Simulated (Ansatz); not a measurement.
## Run report: Si2H8O, molecular dynamics (part 2 of 2)

Continued. System: Si2H8O, SMILES [SiH4].[SiH3]O. Method: RKS r2SCAN-D4/cc-pVDZ (Ansatz 0.2.0). 

Geometry of the input (Å):
```
Si -0.0243  -0.0813  -2.2001
H  -0.0787  -1.2049  -1.2307
H  -0.8442  1.0510  -1.7055
H  -0.5484  -0.5426  -3.5117
H  1.3857  0.3557  -2.3654
Si 0.4107  0.1025  1.8045
O  -1.1955  0.2826  1.4845
H  0.8196  -1.3285  1.7918
H  1.1217  0.8377  0.7326
H  0.7734  0.6747  3.1302
H  -1.8199  -0.1469  2.0697
```

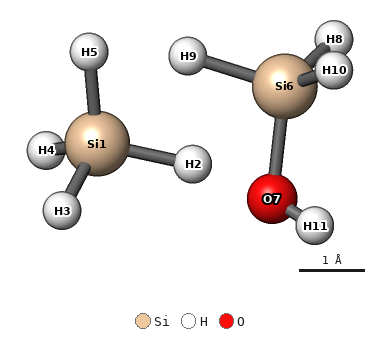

*The geometry at step 40 of the log (ball-and-stick view, seen at a tilt; atoms are numbered from 1 in the order of the input).*

### The program's output, continued
```
md step    80: t =    40.00 fs  T =   564.3 K  F+E_penalty+E_count = -17929.33334838 eV  E_kin = 0.656463 eV  conserved = -17928.72320569 eV  (25 SCF iters, 3 dispersion substeps)
Total energy: -17929.33336056 eV, -658.8908480618 hartree
Atom 0 at    -0.102626    -0.065679    -2.074086 Å, force     0.049183     0.294043    -0.894438 eV/Å
Atom 1 at    -0.898193    -1.052736    -1.258277 Å, force    -0.047617     0.444091    -0.056212 eV/Å
Atom 2 at    -0.776283     1.332335    -2.404631 Å, force     0.220905    -1.389590     0.116660 eV/Å
Atom 3 at     0.346812    -0.894217    -3.326579 Å, force    -0.343988     0.817391     0.650528 eV/Å
Atom 4 at     1.128128     0.368736    -1.346556 Å, force     0.061640    -0.210798     0.096411 eV/Å
Atom 5 at     0.445355     0.117492     1.771527 Å, force     1.324959    -0.664008     2.309648 eV/Å
Atom 6 at    -1.122362     0.176699     1.291764 Å, force    -3.127875     1.164125     0.845652 eV/Å
Atom 7 at     0.858827    -1.285282     1.383411 Å, force     0.049136     0.159731     0.468648 eV/Å
Atom 8 at     1.416796     0.946775     1.086589 Å, force     0.279661     0.853746    -0.576062 eV/Å
Atom 9 at     0.633456     0.559425     3.338109 Å, force    -0.315072    -0.738904    -1.563596 eV/Å
Atom 10 at    -1.844601     0.550601     1.905791 Å, force     1.849069    -0.729828    -1.397238 eV/Å
Dipole moment:    -0.233923     0.141012     0.254057 e Å
```

### Trajectory as extended XYZ (Å, eV, eV/Å), 19 of the 81 frames kept, from step=0 to step=80
```
11
Properties=species:S:1:pos:R:3:forces:R:3 step=0 time_fs=0.0 energy=-17929.89216 temperature=1000.0
Si   -0.0243   -0.0813   -2.2001   -0.0013   0.0015   0.0140
H    -0.0787   -1.2049   -1.2307   -0.0094  -0.1515   0.1274
H    -0.8442    1.0510   -1.7055   -0.1150   0.1523   0.0744
H    -0.5484   -0.5426   -3.5117   -0.0714  -0.0622  -0.1817
H     1.3857    0.3557   -2.3654    0.1885   0.0578  -0.0274
Si    0.4107    0.1025    1.8045    0.9158  -0.1547   0.2585
O    -1.1955    0.2826    1.4845   -0.9727   0.3674  -0.5782
H     0.8196   -1.3285    1.7918    0.1082  -0.2186  -0.0018
H     1.1217    0.8377    0.7326    0.0847   0.1019  -0.1457
H     0.7734    0.6747    3.1302    0.0967   0.0924   0.2065
H    -1.8199   -0.1469    2.0697   -0.2240  -0.1864   0.2540
11
Properties=species:S:1:pos:R:3:forces:R:3 step=4 time_fs=2.0 energy=-17929.51178 temperature=679.5
Si   -0.0356   -0.0779   -2.1930    1.3320  -0.7842  -0.0809
H    -0.0764   -1.2252   -1.2487   -0.1331  -0.0390   0.2321
H    -0.7677    1.0669   -1.7457   -0.8793   0.8677   0.3543
H    -0.4350   -0.6012   -3.5075   -0.3175  -0.0041  -0.4671
H     1.3980    0.3536   -2.3033   -0.0085  -0.0410  -0.0277
Si    0.4130    0.0982    1.8096    0.8737  -0.6351  -2.8922
O    -1.2003    0.2808    1.4752    1.9506   1.6422  -2.9812
H     0.9104   -1.3235    1.7359   -0.1655   0.0699   0.1286
H     1.1786    0.8755    0.7117   -0.5104  -0.4003   0.5353
H     0.7176    0.6788    3.0206    0.6630   0.9934   2.4992
H    -1.7922   -0.0740    2.0534   -2.8049  -1.6695   2.6995
11
Properties=species:S:1:pos:R:3:forces:R:3 step=9 time_fs=4.5 energy=-17929.44987 temperature=623.8
Si   -0.0471   -0.0752   -2.1843    1.8760  -1.0011  -0.2327
H    -0.0811   -1.2515   -1.2591   -0.2794   0.2087   0.2424
H    -0.7180    1.1305   -1.7784   -0.9680   0.6353   0.2162
H    -0.3099   -0.6730   -3.5248   -0.3907   0.2943  -0.1800
H     1.4121    0.3485   -2.2273   -0.2427  -0.1364  -0.0326
Si    0.4178    0.0916    1.8108    1.2006  -0.3565  -3.0317
O    -1.2024    0.2826    1.4561   -1.7593  -0.7132   0.7990
H     1.0139   -1.3124    1.6738   -0.4705   0.3427   0.3315
H     1.2221    0.9016    0.7139   -0.8128  -0.5799   0.7603
H     0.6818    0.7347    3.0121    0.5872   0.7694   2.2841
H    -1.8644   -0.0477    2.1365    1.2597   0.5367  -1.1567
11
Properties=species:S:1:pos:R:3:forces:R:3 step=13 time_fs=6.5 energy=-17929.40075 temperature=582.6
Si   -0.0535   -0.0745   -2.1777    1.5974  -0.4555  -0.2917
H    -0.0964   -1.2645   -1.2569   -0.3733   0.3694   0.2121
H    -0.7189    1.2082   -1.7951   -0.5232  -0.3498  -0.1203
H    -0.2265   -0.7187   -3.5471   -0.4102   0.5775   0.2503
H     1.4138    0.3389   -2.1678   -0.2956  -0.1396  -0.0359
Si    0.4234    0.0858    1.8071    1.2788   0.8630  -0.7831
O    -1.2075    0.2829    1.4417   -2.2402  -1.1161   1.7842
H     1.0776   -1.2902    1.6377   -0.6035   0.2813   0.4545
H     1.2235    0.8987    0.7470   -0.6996  -0.3747   0.5080
H     0.6783    0.8117    3.1019    0.1247  -0.4709   0.1198
H    -1.8900   -0.0154    2.1741    2.1448   0.8154  -2.0979
11
Properties=species:S:1:pos:R:3:forces:R:3 step=18 time_fs=9.0 energy=-17929.27353 temperature=472.3
Si   -0.0586   -0.0744   -2.1700    1.1030   0.1499  -0.3147
H    -0.1358   -1.2609   -1.2429   -0.4429   0.4175   0.1832
H    -0.7468    1.2837   -1.8230   -0.0690  -1.2408  -0.3570
H    -0.1445   -0.7445   -3.5609   -0.4556   0.7304   0.5257
H     1.4012    0.3200   -2.0953   -0.1415  -0.0543  -0.0232
Si    0.4326    0.0802    1.8012    0.3169   1.6101   1.2152
O    -1.2203    0.2798    1.4288    1.1774  -0.1817  -0.8785
H     1.1253   -1.2495    1.6170   -0.5727  -0.1285   0.4948
H     1.1906    0.8782    0.8117   -0.1059   0.3081  -0.2957
H     0.6803    0.8812    3.2183   -0.1626  -1.3104  -1.3629
H    -1.8236    0.0619    2.1254   -0.6471  -0.3002   0.8132
11
Properties=species:S:1:pos:R:3:forces:R:3 step=22 time_fs=11.0 energy=-17929.06818 temperature=300.4
Si   -0.0609   -0.0742   -2.1644    0.7747   0.3444  -0.2071
H    -0.1862   -1.2404   -1.2238   -0.4540   0.3424   0.1659
H    -0.7738    1.2946   -1.8596    0.0619  -1.3540  -0.3597
H    -0.0984   -0.7347   -3.5509   -0.4772   0.6251   0.4049
H     1.3847    0.3023   -2.0383    0.0875   0.0437   0.0075
Si    0.4406    0.0782    1.7981   -0.7100   1.6191   2.0826
O    -1.2281    0.2766    1.4166    3.2639   0.1575  -2.8163
H     1.1389   -1.2214    1.6214   -0.4158  -0.5316   0.4361
H     1.1581    0.8730    0.8532    0.4595   0.9000  -0.9881
H     0.6760    0.8838    3.2584   -0.2067  -1.4191  -1.6415
H    -1.7877    0.1161    2.1117   -2.3837  -0.7274   2.9159
11
Properties=species:S:1:pos:R:3:forces:R:3 step=27 time_fs=13.5 energy=-17929.41543 temperature=597.3
Si   -0.0622   -0.0734   -2.1576    0.6660   0.1762   0.1950
H    -0.2734   -1.1970   -1.1911   -0.4019   0.1938   0.1035
H    -0.8056    1.2390   -1.9239   -0.0994  -0.7320  -0.2001
H    -0.0660   -0.6906   -3.5194   -0.4367   0.2347  -0.1427
H     1.3693    0.2828   -1.9663    0.2636   0.1260   0.0481
Si    0.4493    0.0787    1.7981   -1.1079   1.6400   1.6054
O    -1.2292    0.2725    1.3947   -0.2869  -0.7489   1.8308
H     1.1343   -1.2149    1.6497   -0.2478  -0.7046   0.2885
H     1.1407    0.9127    0.8544    0.4558   0.7153  -0.8420
H     0.6602    0.8126    3.2232   -0.1126  -1.0671  -1.1888
H    -1.8334    0.1541    2.2049    1.3079   0.1667  -1.6977
11
Properties=species:S:1:pos:R:3:forces:R:3 step=31 time_fs=15.5 energy=-17929.58520 temperature=744.5
Si   -0.0622   -0.0724   -2.1519    0.9288  -0.3476   0.6124
H    -0.3605   -1.1534   -1.1605   -0.2907   0.0977  -0.0157
H    -0.8353    1.1620   -1.9845   -0.4845   0.2572  -0.0159
H    -0.0589   -0.6441   -3.4987   -0.3334  -0.1440  -0.6342
H     1.3672    0.2721   -1.9068    0.1709   0.1316   0.0422
Si    0.4545    0.0817    1.8005   -0.9141   1.3113  -0.4588
O    -1.2298    0.2675    1.3806   -0.6581  -0.7070   2.6202
H     1.1190   -1.2387    1.6852   -0.2672  -0.4208   0.1248
H     1.1458    0.9748    0.8197    0.0156  -0.0711  -0.0449
H     0.6427    0.7098    3.1448    0.0852  -0.2504   0.1992
H    -1.8325    0.1875    2.2299    1.7474   0.1432  -2.4294
11
Properties=species:S:1:pos:R:3:forces:R:3 step=36 time_fs=18.0 energy=-17929.49725 temperature=671.3
Si   -0.0604   -0.0720   -2.1436    1.0607  -0.8385   0.7606
H    -0.4842   -1.0936   -1.1239   -0.0591   0.0298  -0.2299
H    -0.8997    1.0825   -2.0609   -0.7316   1.0737   0.1007
H    -0.0671   -0.5942   -3.5060   -0.1402  -0.3761  -0.6383
H     1.3722    0.2657   -1.8305   -0.1387   0.1001  -0.0314
Si    0.4593    0.0877    1.8020   -0.8764   0.1707  -3.7301
O    -1.2316    0.2589    1.3706    2.1986  -0.3995  -0.8843
H     1.0849   -1.2884    1.7353   -0.3568   0.1481  -0.1228
H     1.1522    1.0463    0.7763   -0.3196  -0.8099   0.7313
H     0.6268    0.5739    3.0710    0.3834   1.0045   2.7838
H    -1.7536    0.2352    2.1519   -1.0204  -0.1028   1.2604
11
Properties=species:S:1:pos:R:3:forces:R:3 step=40 time_fs=20.0 energy=-17929.45881 temperature=641.5
Si   -0.0574   -0.0728   -2.1358    0.3101  -0.4576   0.3843
H    -0.5865   -1.0442   -1.1038    0.1642  -0.0135  -0.3747
H    -0.9803    1.0602   -2.1182   -0.1870   0.6973   0.1112
H    -0.0803   -0.5692   -3.5381    0.0311  -0.3238  -0.0748
H     1.3714    0.2651   -1.7705   -0.3279   0.0835  -0.1044
Si    0.4618    0.0929    1.7982   -0.7877  -0.0034  -3.2172
O    -1.2279    0.2509    1.3612    3.2537  -0.4188  -2.4108
H     1.0428   -1.3240    1.7710   -0.3295   0.4635  -0.3074
H     1.1452    1.0718    0.7699   -0.2857  -0.9367   0.8915
H     0.6287    0.5013    3.1161    0.2836   0.8909   2.2351
H    -1.7216    0.2710    2.1273   -2.1249   0.0186   2.8672
11
Properties=species:S:1:pos:R:3:forces:R:3 step=44 time_fs=22.0 energy=-17929.59732 temperature=760.2
Si   -0.0540   -0.0742   -2.1275   -0.8574   0.1786  -0.2004
H    -0.6828   -0.9954   -1.0978    0.3622  -0.0827  -0.4273
H    -1.0673    1.0638   -2.1712    0.6353   0.0180   0.1616
H    -0.0923   -0.5564   -3.5731    0.1871  -0.2187   0.5369
H     1.3586    0.2676   -1.7143   -0.3384   0.0906  -0.1401
Si    0.4633    0.0982    1.7902   -0.7514   0.0509  -0.3460
O    -1.2173    0.2418    1.3473    0.2273  -0.0915   1.7574
H     0.9883   -1.3426    1.7951   -0.1814   0.5349  -0.4267
H     1.1279    1.0628    0.7962    0.0120  -0.6290   0.6007
H     0.6410    0.4614    3.2411    0.0075   0.3234  -0.1477
H    -1.7565    0.3061    2.1907    0.6971  -0.1743  -1.3683
11
Properties=species:S:1:pos:R:3:forces:R:3 step=49 time_fs=24.5 energy=-17929.20643 temperature=430.4
Si   -0.0515   -0.0756   -2.1176   -1.9684   0.6629  -0.7587
H    -0.7835   -0.9394   -1.1126    0.4989  -0.2363  -0.3310
H    -1.1406    1.0686   -2.2285    1.2477  -0.3944   0.2524
H    -0.0969   -0.5522   -3.5876    0.3304  -0.1752   0.8645
H     1.3256    0.2760   -1.6511   -0.1220   0.1279  -0.1050
Si    0.4635    0.1048    1.7797   -1.2042  -0.5254   2.3728
O    -1.2031    0.2304    1.3353   -0.8474   0.2945   2.7760
H     0.9116   -1.3387    1.8024    0.1023   0.2692  -0.4757
H     1.1103    1.0223    0.8570    0.6957   0.2904  -0.2915
H     0.6564    0.4290    3.3865   -0.1825   0.0633  -1.8425
H    -1.7671    0.3398    2.2034    1.4495  -0.3768  -2.4614
11
Properties=species:S:1:pos:R:3:forces:R:3 step=53 time_fs=26.5 energy=-17929.15460 temperature=385.2
Si   -0.0524   -0.0758   -2.1107   -2.2608   0.7904  -0.8488
H    -0.8434   -0.9043   -1.1388    0.4907  -0.4022  -0.1447
H    -1.1482    1.0574   -2.2639    1.2662  -0.3075   0.2837
H    -0.0868   -0.5568   -3.5639    0.3977  -0.2499   0.6654
H     1.2932    0.2880   -1.6050    0.0902   0.1501  -0.0433
Si    0.4619    0.1094    1.7747   -1.5045  -0.8518   3.2145
O    -1.1934    0.2218    1.3327    0.9313   0.0370  -0.1425
H     0.8536   -1.3236    1.7879    0.3341  -0.1301  -0.4688
H     1.1235    0.9989    0.8966    1.0831   0.8558  -0.8144
H     0.6616    0.4068    3.4303   -0.2414   0.0649  -2.1578
H    -1.7205    0.3526    2.1181   -0.5866   0.0433   0.4566
11
Properties=species:S:1:pos:R:3:forces:R:3 step=58 time_fs=29.0 energy=-17929.31392 temperature=525.2
Si   -0.0578   -0.0745   -2.1036   -1.7198   0.6395  -0.3720
H    -0.8926   -0.8826   -1.1782    0.3730  -0.5767   0.1261
H    -1.0928    1.0299   -2.2934    0.7070   0.2756   0.2047
H    -0.0527   -0.5770   -3.5020    0.4410  -0.4657  -0.0466
H     1.2576    0.3109   -1.5496    0.1769   0.1009  -0.0146
Si    0.4571    0.1136    1.7743   -0.8043  -0.3566   2.3782
O    -1.1774    0.2109    1.3277    1.9966  -0.2894  -2.2617
H     0.7995   -1.3127    1.7446    0.5181  -0.4595  -0.4432
H     1.1946    1.0112    0.9068    0.6033   0.3845  -0.3275
H     0.6553    0.3831    3.3719   -0.2119   0.1703  -1.6738
H    -1.7078    0.3762    2.0542   -2.0799   0.5771   2.4303
11
Properties=species:S:1:pos:R:3:forces:R:3 step=62 time_fs=31.0 energy=-17929.53777 temperature=719.4
Si   -0.0648   -0.0725   -2.0986   -0.7790   0.1577   0.2289
H    -0.9157   -0.8893   -1.2055    0.2825  -0.5753   0.2467
H    -1.0168    1.0185   -2.3083   -0.0657   0.9962   0.0232
H    -0.0065   -0.6126   -3.4519    0.4538  -0.5957  -0.5557
H     1.2360    0.3336   -1.5060    0.0785  -0.0155  -0.0558
Si    0.4520    0.1163    1.7777    0.2717  -0.1525   0.4174
O    -1.1599    0.2016    1.3185   -1.6838   0.7834   1.4184
H     0.7776   -1.3218    1.6908    0.5260  -0.2887  -0.3774
H     1.2787    1.0390    0.8994   -0.1592  -0.3296   0.3537
H     0.6414    0.3713    3.2541   -0.0315   0.3877  -0.1675
H    -1.7735    0.4149    2.0913    1.1067  -0.3676  -1.5320
11
Properties=species:S:1:pos:R:3:forces:R:3 step=67 time_fs=33.5 energy=-17929.34434 temperature=560.6
Si   -0.0750   -0.0698   -2.0918   -0.0090  -0.4637   0.3624
H    -0.9292   -0.9271   -1.2272    0.2567  -0.3069   0.1799
H    -0.9264    1.0584   -2.3266   -0.5705   1.2755  -0.1743
H     0.0755   -0.6876   -3.4167    0.3632  -0.3587  -0.3749
H     1.2124    0.3605   -1.4546   -0.0815  -0.1868  -0.1170
Si    0.4462    0.1192    1.7821    1.1825  -0.8709  -3.0287
O    -1.1435    0.1926    1.3113   -2.8120   1.0987   1.6999
H     0.7776   -1.3456    1.6041    0.3846   0.2996  -0.1501
H     1.3739    1.0556    0.9095   -0.7909  -0.7382   0.7172
H     0.6242    0.3799    3.1134    0.3320   0.8342   2.9216
H    -1.8020    0.4450    2.0648    1.7448  -0.5828  -2.0359
11
Properties=species:S:1:pos:R:3:forces:R:3 step=71 time_fs=35.5 energy=-17929.51880 temperature=710.8
Si   -0.0833   -0.0682   -2.0858   -0.0673  -0.3616  -0.1329
H    -0.9289   -0.9713   -1.2367    0.2533   0.0266   0.0346
H    -0.8755    1.1422   -2.3476   -0.2589   0.4423  -0.1267
H     0.1569   -0.7635   -3.4045    0.1495   0.1201   0.2112
H     1.1907    0.3746   -1.4181   -0.1253  -0.2730  -0.1120
Si    0.4433    0.1204    1.7817    1.6684  -1.2281  -3.0508
O    -1.1373    0.1881    1.3096   -0.1759   0.0379  -1.3094
H     0.7946   -1.3540    1.5275    0.2309   0.6594   0.1183
H     1.4188    1.0390    0.9467   -0.9041  -0.6283   0.5978
H     0.6225    0.4198    3.1091    0.2608   0.6834   2.8094
H    -1.7584    0.4475    1.9640   -1.0314   0.5215   0.9607
11
Properties=species:S:1:pos:R:3:forces:R:3 step=76 time_fs=38.0 energy=-17929.62217 temperature=804.9
Si   -0.0939   -0.0669   -2.0787   -0.1616   0.0824  -0.7438
H    -0.9155   -1.0242   -1.2471    0.1481   0.3549  -0.0788
H    -0.8236    1.2654   -2.3799    0.1771  -0.8574   0.0445
H     0.2657   -0.8504   -3.3765   -0.1707   0.6481   0.6875
H     1.1572    0.3779   -1.3779   -0.0489  -0.2746  -0.0182
Si    0.4429    0.1196    1.7760    1.8714  -0.8831   0.3338
O    -1.1295    0.1823    1.3026    0.4652  -0.4276  -2.0132
H     0.8278   -1.3301    1.4388    0.0851   0.6075   0.3933
H     1.4291    0.9878    1.0227   -0.4626   0.0336   0.0340
H     0.6316    0.5010    3.2344   -0.1698  -0.2418  -0.2244
H    -1.7682    0.4841    1.8956   -1.7333   0.9579   1.5854
11
Properties=species:S:1:pos:R:3:forces:R:3 step=80 time_fs=40.0 energy=-17929.33335 temperature=564.3
Si   -0.1026   -0.0657   -2.0741    0.0492   0.2940  -0.8944
H    -0.8982   -1.0527   -1.2583   -0.0476   0.4441  -0.0562
H    -0.7763    1.3323   -2.4046    0.2209  -1.3896   0.1167
H     0.3468   -0.8942   -3.3266   -0.3440   0.8174   0.6505
H     1.1281    0.3687   -1.3466    0.0616  -0.2108   0.0964
Si    0.4454    0.1175    1.7715    1.3250  -0.6640   2.3096
O    -1.1224    0.1767    1.2918   -3.1279   1.1641   0.8457
H     0.8588   -1.2853    1.3834    0.0491   0.1597   0.4686
H     1.4168    0.9468    1.0866    0.2797   0.8537  -0.5761
H     0.6335    0.5594    3.3381   -0.3151  -0.7389  -1.5636
H    -1.8446    0.5506    1.9058    1.8491  -0.7298  -1.3972
```

### Summary

| quantity | value |
| --- | --- |
| outcome | finished |
| mean temperature over the second half | 611 K |
| trajectory | 80 steps, 40 fs |
| ensemble | nvt_nose_hoover |
| temperature in the input | 1000 K |
| time step | 0.5 fs |
| potential energy (last step) | −17929.3334 eV |
| mean-field energy (last step) | −17929.2875 eV |
| dispersion energy (last step) | −0.0458 eV |
| SCF solution under orbital rotations (last step) | stable |
| largest force (length of the vector) (last step) | 3.443 eV/Å |
| dipole moment (last step) | 1.79 D |
| hardware | 4 threads of Arm Neoverse N1, 15 GiB of memory available, shared host |
| wall time | 2.7 min (CPU time 10 min) |
| peak memory | 0.51 GiB |

So short a trajectory is not equilibrated. The temperature stays far from the 1000 K of the thermostat over the second half: the run isn't equilibrated.
